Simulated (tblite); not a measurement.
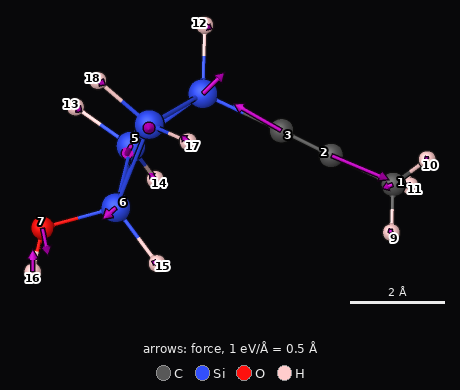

Starting geometry of C₃H₁₀OSi₄ with the computed forces as purple arrows. A ball-and-stick model, seen face on.

Theory: GFN2-xTB geometry optimisation, gas phase in tblite 0.8.0. 

Question: What follows when this structure is relaxed?

Answer: It isn't relaxed: the largest force vector, on a C atom, is 2.75 eV/Å. The final displacements have little in common with the starting forces (cosine between the two patterns 0.08). An H atom moves most after the best rigid fit: 2.06 Å. Largest moves by element: H 2.06 Å, O 1.17 Å, Si 0.67 Å, C 0.64 Å. Among the contacts that change: Si–Si 2.280 → 2.369 Å, Si–Si 2.291 → 2.355 Å, C–C 1.472 → 1.447 Å, H–O 0.977 → 0.953 Å. Among the angles between lasting bonds that change: O–Si–Si 114.3° → 103.9°, H–Si–H 113.1° → 102.9°, C–Si–H 112.7° → 102.5°. Groups turn about Si–Si by about 40°, O–Si by about 40°, Si–Si by about 35°. Over 129 geometry steps the energy falls by 53.8 kJ/mol. Cost: 1.7 s on 1 thread of Intel(R) Xeon(R) Platinum 8488C, with other jobs on the host.
